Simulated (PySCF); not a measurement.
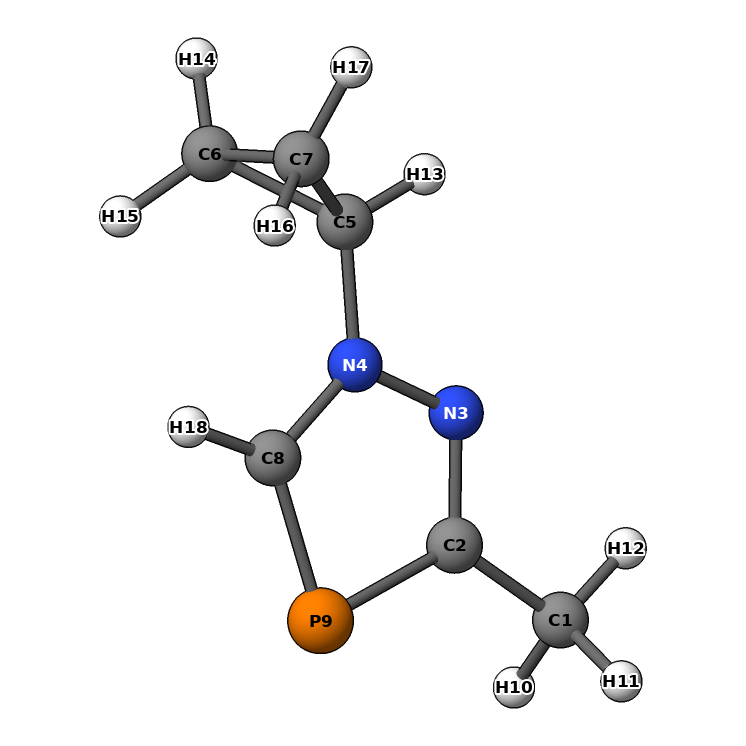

The questions are on IAO charges. The geometry was computed by an optimisation with GFN2-xTB. No frequency run is at hand to confirm it as a minimum. Properties computed with PBE0/pcSseg-1, gas phase (PySCF 2.14.0).

Question: Which atom carries the highest charge (most positive or least negative)?

Answer: P9 (0.21 e).

Question: And the lowest?

Answer: C1 (−0.43 e).

List the IAO charges.

| atom | value (e) |
| --- | --- |
| C1 | −0.43 |
| C2 | −0.10 |
| N3 | −0.24 |
| N4 | 0.07 |
| C5 | −0.04 |
| C6 | −0.30 |
| C7 | −0.30 |
| C8 | −0.33 |
| P9 | 0.21 |
| H10 | 0.16 |
| H11 | 0.16 |
| H12 | 0.16 |
| H13 | 0.18 |
| H14 | 0.16 |
| H15 | 0.16 |
| H16 | 0.16 |
| H17 | 0.16 |
| H18 | 0.16 |

The geometry is semi-empirical. Around P such bond lengths and angles can be off by a tenth of an ångström or more and by several degrees, and values that hang on the shape move with them.
